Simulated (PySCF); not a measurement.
**C₃H₁₀OSi: electronic excitations at several levels of theory, part 1 of 2**

How much do the electronic excitations of C₃H₁₀OSi (`CC(C)O[SiH3]`) depend on the level of theory, and what does each level cost?

The runs use PySCF 2.14.0, with density-fitted response routines of our own; the level of theory stands in each step. All values are computed, except where a source is named. Atoms are numbered from 0 throughout.

## 1. Starting geometry

15 atoms, charge 0, multiplicity 1; geometry from: GFN2-xTB. The atoms were then displaced at random by about 0.01 Å, so the start is not that level's minimum.

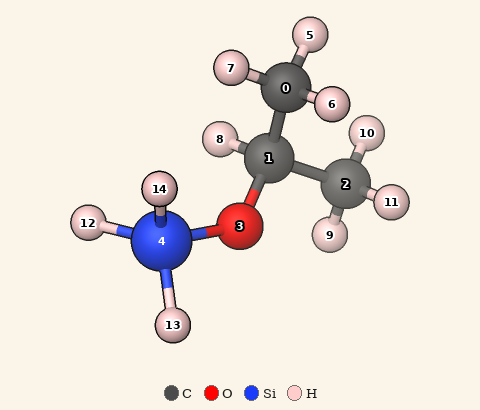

As it starts; carbon dark grey, oxygen red, silicon blue, hydrogen pink, atoms numbered; sticks join atoms by distance.

## 2. Relaxing the molecule at PBE0-D3(BJ)/def2-SVP

The job: settings as JSON, then the geometry in Å.

```
{"job": {"xc": "PBE0", "basis": "def2-SVP", "d3": "d3bj", "grid": 1, "shake": 0.01, "kind": "geom"}, "charge": 0, "multiplicity": 1}
C     -0.707350     1.244000     0.450270
C     -0.330080    -0.200280     0.575550
C     -1.551310    -1.120150     0.414680
O      0.648150    -0.547600    -0.404850
Si     2.125930    -0.066100    -0.678690
H     -1.483160     1.525440     1.187370
H     -1.123070     1.447100    -0.546740
H      0.154930     1.914510     0.584320
H      0.126490    -0.346910     1.588360
H     -1.223600    -2.157440     0.529190
H     -2.282900    -0.899940     1.193670
H     -1.967220    -0.978920    -0.553770
H      2.936610    -0.221200     0.516040
H      2.462560    -0.953400    -1.749800
H      2.198680     1.343540    -1.055290
```

The run is started by

```console
OMP_NUM_THREADS=1 python probes_run.py task.json out
```

This one command runs all jobs of the session in turn.

Log:

```text
step   0  E = -484.48761477  max force = 0.073247
step   1  E = -484.49907388  max force = 0.012147
step   2  E = -484.49947359  max force = 0.003855
step   3  E = -484.49955780  max force = 0.001264
step   4  E = -484.49958991  max force = 0.001305
step   5  E = -484.49962251  max force = 0.001912
step   6  E = -484.49964659  max force = 0.001670
step   7  E = -484.49966373  max force = 0.000769
step   8  E = -484.49967296  max force = 0.000285
optimisation converged
```

Wall time 43 s (1 thread of Arm Neoverse V2, shared host); peak memory 0.5 GiB.

Along the way:

| step | energy from step 0 (eV) | largest force component (eV/Å) |
| --- | --- | --- |
| 0 | 0.0000 | 3.7665 |
| 1 | -0.3118 | 0.6246 |
| 2 | -0.3227 | 0.1982 |
| 3 | -0.3250 | 0.0650 |
| 4 | -0.3259 | 0.0671 |
| 5 | -0.3267 | 0.0983 |
| 6 | -0.3274 | 0.0859 |
| 7 | -0.3279 | 0.0395 |
| 8 | -0.3281 | 0.0147 |

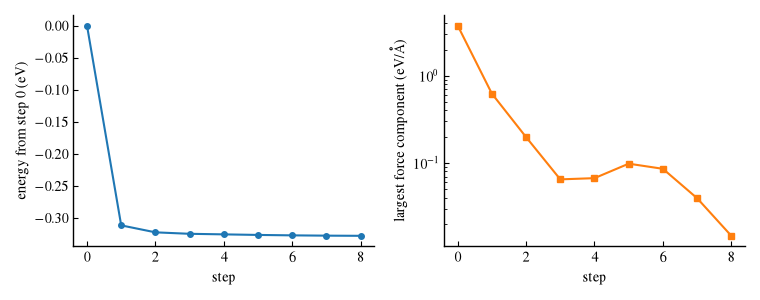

Energy and force, step by step.

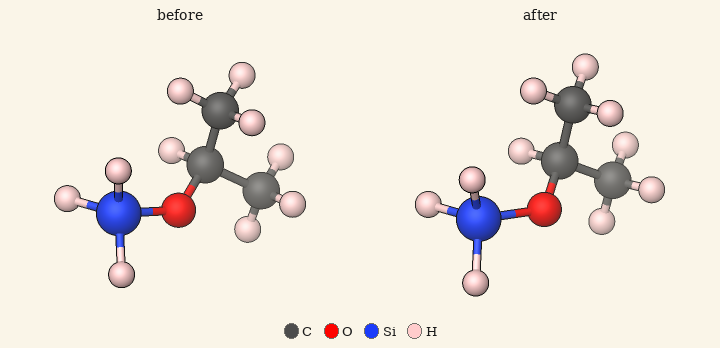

Before and after, at one scale.

Close pairs (by a distance rule), those that changed most:

| bond | before (Å) | after (Å) | change (Å) |
| --- | --- | --- | --- |
| O3–Si4 | 1.578 | 1.662 | +0.084 |
| Si4–H13 | 1.431 | 1.488 | +0.057 |
| Si4–H12 | 1.452 | 1.499 | +0.047 |
| C2–H11 | 1.063 | 1.101 | +0.038 |
| Si4–H14 | 1.461 | 1.497 | +0.036 |
| C1–C2 | 1.537 | 1.515 | -0.022 |
| C0–C1 | 1.498 | 1.520 | +0.022 |
| C1–O3 | 1.428 | 1.416 | -0.011 |

The end geometry stands in the next job.

| at the end point | value |
| --- | --- |
| point group (found at 0.08 Å tolerance) | C1 |
| rotational constants (GHz, main isotopes) | 7.369, 2.267, 1.880 |
| dipole moment (D) | 1.14 |

## 3. TDDFT and polarisability: HF/def2-SVPD

The job: settings as JSON, then the geometry in Å.

```
{"job": {"kind": "uv", "xc": "HF", "basis": "def2-SVPD", "ip": true}, "charge": 0, "multiplicity": 1}
C     -0.672133     1.327996     0.462214
C     -0.321688    -0.148566     0.541830
C     -1.549524    -1.035141     0.597400
O      0.440219    -0.543630    -0.584896
Si     2.051962    -0.218361    -0.827916
H     -1.274431     1.636677     1.329928
H     -1.249321     1.530115    -0.453481
H      0.233332     1.954201     0.439946
H      0.277797    -0.319363     1.459981
H     -1.253580    -2.093411     0.629334
H     -2.158074    -0.812231     1.486469
H     -2.167561    -0.879688    -0.300458
H      2.817071    -0.440308     0.441690
H      2.524282    -1.152799    -1.885528
H      2.292053     1.189202    -1.276595
```

With the program's defaults for keys left out, this is: TDDFT HF/def2-SVPD, vertical, gas phase, core orbitals frozen in the response.

Log:

```text
final grid: 110480 points
cycle   1  E = -482.9360315333  dE =  4.489e-01  |g| = 5.837e-01  |ddm| = 4.495e+00
cycle   2  E = -483.0082858449  dE = -7.225e-02  |g| = 3.275e-01  |ddm| = 1.211e+00
cycle   3  E = -483.0290289675  dE = -2.074e-02  |g| = 7.307e-02  |ddm| = 4.778e-01
cycle   4  E = -483.0305813987  dE = -1.552e-03  |g| = 1.209e-02  |ddm| = 1.897e-01
cycle   5  E = -483.0306297684  dE = -4.837e-05  |g| = 3.200e-03  |ddm| = 3.433e-02
cycle   6  E = -483.0306331988  dE = -3.430e-06  |g| = 6.474e-04  |ddm| = 1.057e-02
cycle   7  E = -483.0306334233  dE = -2.245e-07  |g| = 1.454e-04  |ddm| = 2.996e-03
cycle   8  E = -483.0306334374  dE = -1.413e-08  |g| = 4.069e-05  |ddm| = 6.202e-04
cycle   9  E = -483.0306334385  dE = -1.074e-09  |g| = 1.153e-05  |ddm| = 1.808e-04
cycle  10  E = -483.0306334386  dE = -7.412e-11  |g| = 3.588e-06  |ddm| = 4.834e-05
converged SCF energy = -483.0306334386

Static polarisability (au): isotropic 64.383, principal 58.968 63.164 71.018

Singlet excitations
state   eV       nm        f      main configurations
  1   8.7919    141.0   0.00104   H->L+1 0.42, H->L+3 0.32
  2   9.3542    132.5   0.01456   H-1->L+1 0.29, H-1->L+3 0.23, H-2->L+3 0.13
  3   9.6147    129.0   0.10488   H->L 0.74
  4   9.7683    126.9   0.00947   H->L+6 0.25, H->L+4 0.15, H->L+2 0.12
  5  10.0422    123.5   0.07857   H-1->L 0.34, H-2->L+1 0.19
  6  10.1409    122.3   0.12169   H-2->L 0.37, H-1->L 0.17, H-2->L+3 0.09
  7  10.3935    119.3   0.03052   H-3->L+1 0.14, H-1->L+1 0.12, H->L+5 0.10
  8  10.5766    117.2   0.10412   H->L+5 0.27, H->L+2 0.13, H-1->L+5 0.08
  9  10.6250    116.7   0.10007   H->L+5 0.16, H->L+4 0.12
 10  10.8173    114.6   0.07312   H-1->L+2 0.09

Triplet excitations (Tamm-Dancoff, eV): 8.0935 8.4605 8.6388 8.8475
Vertical ionisation energy (delta-SCF) = 9.3610 eV
```

Wall time 21 s (1 thread of Arm Neoverse V2, shared host); peak memory 0.71 GiB.

Frontier orbitals and where they lie:

| orbital | eV | atoms |
| --- | --- | --- |
| HOMO−3 | -13.30 | Si4 22 %, H13 14 %, C2 13 % |
| HOMO−2 | -12.92 | Si4 27 %, H12 20 %, H13 11 % |
| HOMO−1 | -12.30 | O3 32 %, C1 14 %, Si4 13 % |
| HOMO | -11.73 | O3 36 %, Si4 15 %, H14 13 % |
| LUMO | 2.53 | Si4 55 %, H13 7 %, H14 6 % |
| LUMO+1 | 2.82 | Si4 21 %, C2 12 %, C0 11 % |
| LUMO+2 | 3.42 | C0 17 %, H7 12 %, C2 11 % |

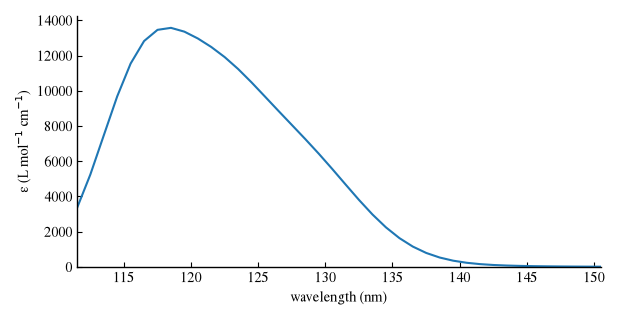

Absorption spectrum: each of the 10 states is a Gaussian band of 0.4 eV half-width at 1/e. Beyond the last state computed it falls off for lack of states.

Ground-state properties from the same run:

| property | computed |
| --- | --- |
| dipole moment (D) | 1.24 |
| polarisability (Å³) | 9.54 |
| HOMO–LUMO gap (eV) | 14.26 |
| −ε(HOMO) (eV) | 11.73 |

## 4. Excited states and response: LDA/def2-SVPD

Same as in step 3 but for these lines:

```diff
@@ -1,2 +1,2 @@
-{"job": {"kind": "uv", "xc": "HF", "basis": "def2-SVPD", "ip": true}, "charge": 0, "multiplicity": 1}
+{"job": {"kind": "uv", "xc": "LDA", "basis": "def2-SVPD", "ip": true}, "charge": 0, "multiplicity": 1}
 C     -0.672133     1.327996     0.462214
```

With the program's defaults for keys left out, this is: TDDFT LDA/def2-SVPD, vertical, gas phase, core orbitals frozen in the response.

Log:

```text
coarse grid: 12168 points
cycle   1  E = -481.7783404206  dE =  1.696e-01  |g| = 8.105e-01  |ddm| = 5.200e+00
cycle   2  E = -481.0431763240  dE =  7.352e-01  |g| = 2.010e+00  |ddm| = 3.524e+00
cycle   3  E = -481.9059820135  dE = -8.628e-01  |g| = 2.797e-01  |ddm| = 2.904e+00
cycle   4  E = -481.9224040067  dE = -1.642e-02  |g| = 9.976e-02  |ddm| = 4.420e-01
cycle   5  E = -481.9245661478  dE = -2.162e-03  |g| = 2.063e-02  |ddm| = 1.299e-01
cycle   6  E = -481.9246742772  dE = -1.081e-04  |g| = 8.292e-03  |ddm| = 3.929e-02
cycle   7  E = -481.9246890322  dE = -1.475e-05  |g| = 1.509e-03  |ddm| = 9.644e-03
cycle   8  E = -481.9246895882  dE = -5.560e-07  |g| = 3.687e-04  |ddm| = 2.785e-03
final grid: 110480 points
cycle   9  E = -482.0109283697  dE = -4.737e-05  |g| = 3.764e-03  |ddm| = 1.243e-01
cycle  10  E = -482.0109226550  dE =  5.715e-06  |g| = 6.071e-03  |ddm| = 1.091e-02
cycle  11  E = -482.0109320137  dE = -9.359e-06  |g| = 5.218e-04  |ddm| = 6.577e-03
cycle  12  E = -482.0109320522  dE = -3.847e-08  |g| = 3.453e-04  |ddm| = 1.228e-03
cycle  13  E = -482.0109320734  dE = -2.117e-08  |g| = 8.120e-05  |ddm| = 4.164e-04
cycle  14  E = -482.0109320748  dE = -1.423e-09  |g| = 2.225e-05  |ddm| = 1.333e-04
cycle  15  E = -482.0109320749  dE = -1.185e-10  |g| = 4.249e-06  |ddm| = 3.256e-05
converged SCF energy = -482.0109320749

Static polarisability (au): isotropic 74.594, principal 66.807 72.444 84.530

Singlet excitations
state   eV       nm        f      main configurations
  1   5.9715    207.6   0.00162   H->L 0.99
  2   6.5823    188.4   0.01753   H-1->L 0.99
  3   6.6980    185.1   0.00913   H->L+1 0.99
  4   7.0865    175.0   0.01352   H->L+2 0.98
  5   7.1401    173.6   0.01725   H->L+3 0.98
  6   7.2981    169.9   0.01013   H-1->L+1 0.94
  7   7.5028    165.3   0.00363   H-2->L 0.96
  8   7.5539    164.1   0.01160   H->L+4 0.68, H->L+5 0.15, H-1->L+2 0.08
  9   7.6449    162.2   0.01829   H->L+5 0.78, H-1->L+2 0.13
 10   7.7246    160.5   0.03478   H-1->L+3 0.49, H-1->L+2 0.34

Triplet excitations (Tamm-Dancoff, eV): 5.7788 6.3696 6.5745 6.9164
Vertical ionisation energy (delta-SCF) = 9.7176 eV
```

It took 52 s on 1 thread of Arm Neoverse V2, shared host; peak memory 0.59 GiB.

This run: HOMO -6.64 eV, LUMO -0.76 eV; lowest singlet 5.97 eV.

## 5. Ultraviolet spectrum: PBE/def2-SVPD

Same as in step 4 but for these lines:

```diff
@@ -1,2 +1,2 @@
-{"job": {"kind": "uv", "xc": "LDA", "basis": "def2-SVPD", "ip": true}, "charge": 0, "multiplicity": 1}
+{"job": {"kind": "uv", "xc": "PBE", "basis": "def2-SVPD", "ip": true}, "charge": 0, "multiplicity": 1}
 C     -0.672133     1.327996     0.462214
```

Level: TDDFT PBE/def2-SVPD, vertical, gas phase, core orbitals frozen in the response.

Log:

```text
coarse grid: 12168 points
cycle   1  E = -484.2126676442  dE =  1.617e-01  |g| = 7.973e-01  |ddm| = 5.135e+00
cycle   2  E = -483.5386095198  dE =  6.741e-01  |g| = 1.934e+00  |ddm| = 3.398e+00
cycle   3  E = -484.3360306469  dE = -7.974e-01  |g| = 2.609e-01  |ddm| = 2.823e+00
cycle   4  E = -484.3504611662  dE = -1.443e-02  |g| = 9.524e-02  |ddm| = 4.268e-01
cycle   5  E = -484.3524978059  dE = -2.037e-03  |g| = 1.828e-02  |ddm| = 1.273e-01
cycle   6  E = -484.3525834806  dE = -8.567e-05  |g| = 7.442e-03  |ddm| = 3.578e-02
cycle   7  E = -484.3525957309  dE = -1.225e-05  |g| = 1.229e-03  |ddm| = 9.034e-03
cycle   8  E = -484.3525961008  dE = -3.699e-07  |g| = 3.063e-04  |ddm| = 2.420e-03
final grid: 110480 points
cycle   9  E = -484.4463332214  dE = -1.756e-05  |g| = 1.592e-02  |ddm| = 1.313e-01
cycle  10  E = -484.4461870042  dE =  1.462e-04  |g| = 3.124e-02  |ddm| = 4.524e-02
cycle  11  E = -484.4463846982  dE = -1.977e-04  |g| = 3.729e-03  |ddm| = 3.254e-02
cycle  12  E = -484.4463879316  dE = -3.233e-06  |g| = 3.819e-04  |ddm| = 4.568e-03
cycle  13  E = -484.4463879680  dE = -3.643e-08  |g| = 9.732e-05  |ddm| = 8.605e-04
cycle  14  E = -484.4463879701  dE = -2.112e-09  |g| = 3.430e-05  |ddm| = 1.644e-04
cycle  15  E = -484.4463879704  dE = -2.698e-10  |g| = 6.691e-06  |ddm| = 5.393e-05
converged SCF energy = -484.4463879704

Static polarisability (au): isotropic 72.991, principal 65.309 70.873 82.791

Singlet excitations
state   eV       nm        f      main configurations
  1   6.0920    203.5   0.00238   H->L 0.99
  2   6.6899    185.3   0.00546   H->L+1 0.95
  3   6.7218    184.5   0.02276   H-1->L 0.95
  4   7.1117    174.3   0.02129   H->L+2 0.90, H->L+3 0.09
  5   7.1709    172.9   0.00335   H->L+3 0.89, H->L+2 0.09
  6   7.3106    169.6   0.00835   H-1->L+1 0.94
  7   7.5928    163.3   0.01301   H->L+5 0.91
  8   7.6288    162.5   0.00921   H->L+4 0.70, H-1->L+2 0.10
  9   7.7002    161.0   0.01102   H-2->L 0.83
 10   7.7373    160.2   0.03847   H-1->L+2 0.71, H-1->L+3 0.12, H-2->L 0.11

Triplet excitations (Tamm-Dancoff, eV): 5.8750 6.4786 6.5440 6.9577
Vertical ionisation energy (delta-SCF) = 9.6150 eV
```

It took 73 s on 1 thread of Arm Neoverse V2, shared host; peak memory 0.65 GiB.

In short: HOMO -6.54 eV, LUMO -0.52 eV; lowest singlet 6.09 eV.

## 6. TDDFT and polarisability: B3LYP/def2-SVPD

Same as in step 5 but for these lines:

```diff
@@ -1,2 +1,2 @@
-{"job": {"kind": "uv", "xc": "PBE", "basis": "def2-SVPD", "ip": true}, "charge": 0, "multiplicity": 1}
+{"job": {"kind": "uv", "xc": "B3LYP", "basis": "def2-SVPD", "ip": true}, "charge": 0, "multiplicity": 1}
 C     -0.672133     1.327996     0.462214
```

Method: TDDFT B3LYP/def2-SVPD, vertical, gas phase, core orbitals frozen in the response.

Log:

```text
coarse grid: 12168 points
cycle   1  E = -484.6980767827  dE =  1.960e-01  |g| = 7.280e-01  |ddm| = 5.164e+00
cycle   2  E = -484.4456567660  dE =  2.524e-01  |g| = 1.334e+00  |ddm| = 2.331e+00
cycle   3  E = -484.8022245360  dE = -3.566e-01  |g| = 1.408e-01  |ddm| = 1.608e+00
cycle   4  E = -484.8062002263  dE = -3.976e-03  |g| = 4.755e-02  |ddm| = 2.311e-01
cycle   5  E = -484.8067467771  dE = -5.466e-04  |g| = 5.845e-03  |ddm| = 6.801e-02
cycle   6  E = -484.8067546943  dE = -7.917e-06  |g| = 2.119e-03  |ddm| = 1.396e-02
final grid: 110480 points
cycle   7  E = -484.8854481600  dE = -3.042e-05  |g| = 7.166e-03  |ddm| = 1.019e-01
cycle   8  E = -484.8854380430  dE =  1.012e-05  |g| = 9.853e-03  |ddm| = 1.904e-02
cycle   9  E = -484.8854604658  dE = -2.242e-05  |g| = 8.929e-04  |ddm| = 1.082e-02
cycle  10  E = -484.8854606261  dE = -1.603e-07  |g| = 1.984e-04  |ddm| = 1.179e-03
cycle  11  E = -484.8854606337  dE = -7.604e-09  |g| = 4.846e-05  |ddm| = 3.245e-04
cycle  12  E = -484.8854606343  dE = -5.805e-10  |g| = 1.353e-05  |ddm| = 9.392e-05
converged SCF energy = -484.8854606343

Static polarisability (au): isotropic 70.355, principal 63.477 68.572 79.014

Singlet excitations
state   eV       nm        f      main configurations
  1   6.7894    182.6   0.00220   H->L 0.97
  2   7.4125    167.3   0.01128   H->L+1 0.96
  3   7.4498    166.4   0.02408   H-1->L 0.96
  4   7.8532    157.9   0.01536   H->L+3 0.68, H->L+2 0.25
  5   7.9587    155.8   0.02152   H->L+2 0.69, H->L+3 0.25
  6   8.0526    154.0   0.01213   H-1->L+1 0.86
  7   8.3213    149.0   0.00131   H-2->L 0.53, H->L+5 0.37
  8   8.3401    148.7   0.01781   H->L+4 0.84
  9   8.3918    147.7   0.02643   H->L+5 0.54, H-2->L 0.35
 10   8.5349    145.3   0.04807   H-1->L+2 0.81

Triplet excitations (Tamm-Dancoff, eV): 6.5351 7.1600 7.2410 7.6115
Vertical ionisation energy (delta-SCF) = 10.0030 eV
```

Run time: 85 s. Hardware: 1 thread of Arm Neoverse V2, shared host; peak memory 0.82 GiB.

Key values: HOMO -7.80 eV, LUMO 0.08 eV; lowest singlet 6.79 eV.

## 7. Ultraviolet spectrum: PBE0/def2-SVPD

Same as in step 6 but for these lines:

```diff
@@ -1,2 +1,2 @@
-{"job": {"kind": "uv", "xc": "B3LYP", "basis": "def2-SVPD", "ip": true}, "charge": 0, "multiplicity": 1}
+{"job": {"kind": "uv", "xc": "PBE0", "basis": "def2-SVPD", "ip": true}, "charge": 0, "multiplicity": 1}
 C     -0.672133     1.327996     0.462214
```

With the program's defaults for keys left out, this is: TDDFT PBE0/def2-SVPD, vertical, gas phase, core orbitals frozen in the response.

Log:

```text
coarse grid: 12168 points
cycle   1  E = -484.3467985426  dE =  2.006e-01  |g| = 6.520e-01  |ddm| = 4.803e+00
cycle   2  E = -484.1947397948  dE =  1.521e-01  |g| = 1.091e+00  |ddm| = 2.048e+00
cycle   3  E = -484.4318995934  dE = -2.372e-01  |g| = 1.091e-01  |ddm| = 1.339e+00
cycle   4  E = -484.4342553344  dE = -2.356e-03  |g| = 3.503e-02  |ddm| = 1.709e-01
cycle   5  E = -484.4345539161  dE = -2.986e-04  |g| = 3.801e-03  |ddm| = 4.990e-02
cycle   6  E = -484.4345571324  dE = -3.216e-06  |g| = 1.173e-03  |ddm| = 9.437e-03
final grid: 110480 points
cycle   7  E = -484.5045323982  dE = -2.252e-05  |g| = 9.994e-03  |ddm| = 9.271e-02
cycle   8  E = -484.5045123480  dE =  2.005e-05  |g| = 1.426e-02  |ddm| = 2.522e-02
cycle   9  E = -484.5045536795  dE = -4.133e-05  |g| = 1.435e-03  |ddm| = 1.518e-02
cycle  10  E = -484.5045541428  dE = -4.633e-07  |g| = 1.564e-04  |ddm| = 1.780e-03
cycle  11  E = -484.5045541481  dE = -5.271e-09  |g| = 5.080e-05  |ddm| = 3.535e-04
cycle  12  E = -484.5045541487  dE = -6.005e-10  |g| = 1.630e-05  |ddm| = 9.804e-05
converged SCF energy = -484.5045541487

Static polarisability (au): isotropic 69.826, principal 62.906 68.056 78.516

Singlet excitations
state   eV       nm        f      main configurations
  1   6.9183    179.2   0.00185   H->L 0.96
  2   7.5941    163.3   0.02236   H-1->L 0.95
  3   7.6674    161.7   0.01362   H->L+1 0.95
  4   8.0289    154.4   0.01501   H->L+3 0.68, H->L+2 0.23
  5   8.2320    150.6   0.02768   H->L+2 0.56, H->L+3 0.20, H-1->L+1 0.10
  6   8.3056    149.3   0.01176   H-1->L+1 0.70, H->L+2 0.11
  7   8.4536    146.7   0.00629   H-2->L 0.69, H->L+4 0.11
  8   8.5684    144.7   0.02489   H->L+4 0.60, H-2->L 0.10
  9   8.6335    143.6   0.02719   H->L+5 0.83
 10   8.7671    141.4   0.01951   H-1->L+2 0.40, H-1->L+3 0.39, H->L+4 0.08

Triplet excitations (Tamm-Dancoff, eV): 6.6093 7.2300 7.4398 7.7105
Vertical ionisation energy (delta-SCF) = 9.9905 eV
```

It took 84 s on 1 thread of Arm Neoverse V2, shared host; peak memory 0.82 GiB.

In short: HOMO -8.02 eV, LUMO 0.31 eV; lowest singlet 6.92 eV.

## 8. Ultraviolet spectrum: BHandHLYP/def2-SVPD

Same as in step 7 but for these lines:

```diff
@@ -1,2 +1,2 @@
-{"job": {"kind": "uv", "xc": "PBE0", "basis": "def2-SVPD", "ip": true}, "charge": 0, "multiplicity": 1}
+{"job": {"kind": "uv", "xc": "BHandHLYP", "basis": "def2-SVPD", "ip": true}, "charge": 0, "multiplicity": 1}
 C     -0.672133     1.327996     0.462214
```

With the program's defaults for keys left out, this is: TDDFT BHandHLYP/def2-SVPD, vertical, gas phase, core orbitals frozen in the response.

Log:

```text
coarse grid: 12168 points
cycle   1  E = -484.6117302513  dE =  2.719e-01  |g| = 6.125e-01  |ddm| = 4.787e+00
cycle   2  E = -484.5850531000  dE =  2.668e-02  |g| = 7.421e-01  |ddm| = 1.638e+00
cycle   3  E = -484.6890817151  dE = -1.040e-01  |g| = 6.583e-02  |ddm| = 8.668e-01
cycle   4  E = -484.6898585728  dE = -7.769e-04  |g| = 2.697e-02  |ddm| = 1.321e-01
cycle   5  E = -484.6900377991  dE = -1.792e-04  |g| = 2.653e-03  |ddm| = 4.238e-02
cycle   6  E = -484.6900395380  dE = -1.739e-06  |g| = 3.818e-04  |ddm| = 6.255e-03
final grid: 110480 points
cycle   7  E = -484.7413093930  dE = -1.562e-05  |g| = 2.109e-03  |ddm| = 5.956e-02
cycle   8  E = -484.7413097917  dE = -3.987e-07  |g| = 1.773e-03  |ddm| = 6.960e-03
cycle   9  E = -484.7413105589  dE = -7.672e-07  |g| = 1.906e-04  |ddm| = 2.263e-03
cycle  10  E = -484.7413105641  dE = -5.232e-09  |g| = 1.282e-04  |ddm| = 4.523e-04
cycle  11  E = -484.7413105674  dE = -3.234e-09  |g| = 1.891e-05  |ddm| = 1.676e-04
cycle  12  E = -484.7413105674  dE = -8.822e-11  |g| = 4.708e-06  |ddm| = 3.311e-05
converged SCF energy = -484.7413105674

Static polarisability (au): isotropic 67.420, principal 61.203 65.923 75.133

Singlet excitations
state   eV       nm        f      main configurations
  1   7.6494    162.1   0.00155   H->L 0.70, H->L+1 0.16
  2   8.3245    148.9   0.02239   H-1->L 0.68, H-1->L+1 0.13
  3   8.4125    147.4   0.02548   H->L+1 0.71, H->L 0.21
  4   8.7522    141.7   0.01993   H->L+3 0.55, H->L+4 0.16, H->L+6 0.11
  5   8.9414    138.7   0.02413   H-2->L 0.29, H-1->L+1 0.19, H-1->L 0.16
  6   9.0737    136.6   0.02995   H->L+2 0.36, H-1->L+1 0.17, H-3->L 0.12
  7   9.1642    135.3   0.02773   H-2->L 0.32, H-1->L+1 0.23, H->L+5 0.20
  8   9.3453    132.7   0.06625   H->L+5 0.25, H->L+4 0.23, H->L+2 0.19
  9   9.4052    131.8   0.06309   H->L+5 0.35, H->L+4 0.32, H-3->L 0.09
 10   9.4879    130.7   0.01713   H-1->L+2 0.25, H-2->L+1 0.21, H-3->L 0.11

Triplet excitations (Tamm-Dancoff, eV): 7.2848 7.8738 8.0907 8.3233
Vertical ionisation energy (delta-SCF) = 10.1752 eV
```

Run time: 62 s. Hardware: 1 thread of Arm Neoverse V2, shared host; peak memory 0.81 GiB.

Key values: HOMO -9.46 eV, LUMO 1.02 eV; lowest singlet 7.65 eV.

(Continued in part 2 of 2.)
